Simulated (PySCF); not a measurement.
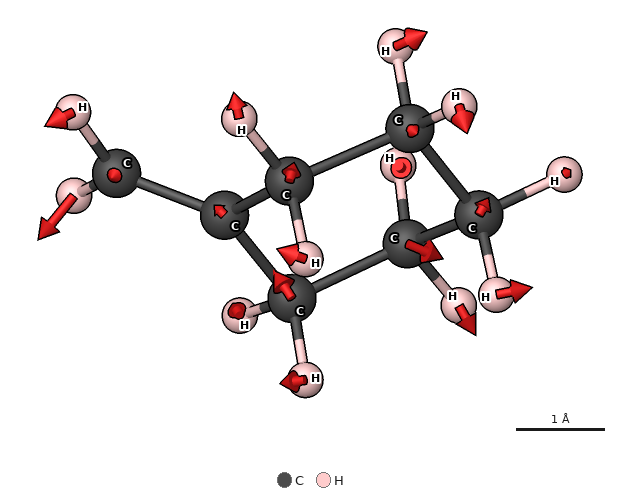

This is a relaxation of C$_{7}$H$_{12}$. The starting structure is drawn; red arrows show the displacements, 10 times their true length. The two geometries are superimposed by the best rigid fit.

Style: ball-and-stick. Shown from a free direction.

The start comes from GFN2-xTB. Its atoms were then displaced at random by about 0.01 Å.

Method: PBE0-D3(BJ)/def2-SVP geometry optimisation, gas phase in PySCF 2.14.0, density-fitted response routines. 

Describe the change and its energy.

Answer. After 7 geometry steps the energy has fallen by 3.53 kcal/mol. The largest move after the best rigid fit is that of an H atom, 0.067 Å. Largest moves by element: H 0.067 Å, C 0.050 Å. Near-neighbour distances that change, for instance: C–H 1.056 → 1.094 Å, C–C 1.493 → 1.531 Å, C–H 1.083 → 1.106 Å, C–C 1.353 → 1.337 Å. Among the angles between lasting bonds that change: C–C–H 112.9° → 108.8°, C–C–C 108.7° → 111.2°, H–C–H 108.4° → 106.3°. The run took 3 min on 1 thread of AMD EPYC (shared host).
